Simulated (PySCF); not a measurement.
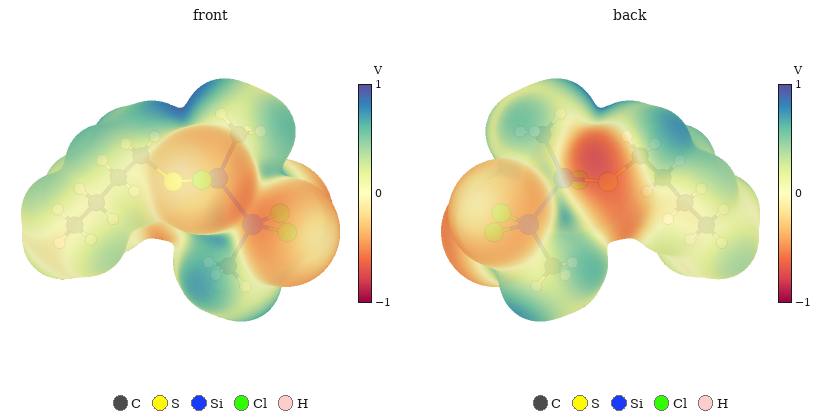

Figure 1: C$_{6}$H$_{15}$Cl$_{3}$SSi$_{2}$. The molecular electrostatic potential painted on the density surface at 0.001 e/bohr³, seen from the front and from behind; the colour scale runs from red (negative) to blue (positive).

Geometry: GFN2-xTB.

All numbers below come from PySCF 2.14.0, PBE0/6-31G*, SCF density, gas phase, non-relativistic.

```xyz
27

C     3.7479    1.1487    0.6822
C     2.8873    0.4810   -0.3821
C     2.1399   -0.7274    0.1745
C     1.2376   -1.3769   -0.8611
S    -0.1231   -0.2660   -1.3913
Si   -1.7533   -0.8375   -0.0809
C    -2.4948   -2.4835   -0.7041
Cl   -1.0148   -1.2136    1.7851
Si   -3.2447    0.9442   -0.0714
C    -2.4066    2.6526   -0.0031
Cl   -4.4017    0.8637   -1.7381
Cl   -4.5006    0.7810    1.5221
H     4.4868    0.4503    1.0696
H     3.1324    1.4896    1.5117
H     4.2712    2.0065    0.2671
H     3.5174    0.1619   -1.2154
H     2.1613    1.1974   -0.7713
H     1.5414   -0.4212    1.0343
H     2.8583   -1.4769    0.5179
H     0.7915   -2.2925   -0.4788
H     1.7907   -1.6011   -1.7726
H    -2.8901   -2.3705   -1.7099
H    -3.3085   -2.8120   -0.0631
H    -1.7547   -3.2812   -0.7293
H    -1.8715    2.7928    0.9321
H    -1.6888    2.7574   -0.8120
H    -3.1304    3.4597   -0.0941
```

**Describe the electrostatic potential map.**

The most negative region (about −0.7 V, or −16 kcal/mol for a unit charge) lies over S5, the most positive (about +0.8 V, or +18 kcal/mol for a unit charge) over H20 and H24.

**How polar is the molecule by this calculation?**

Its dipole moment is 2.25 D.
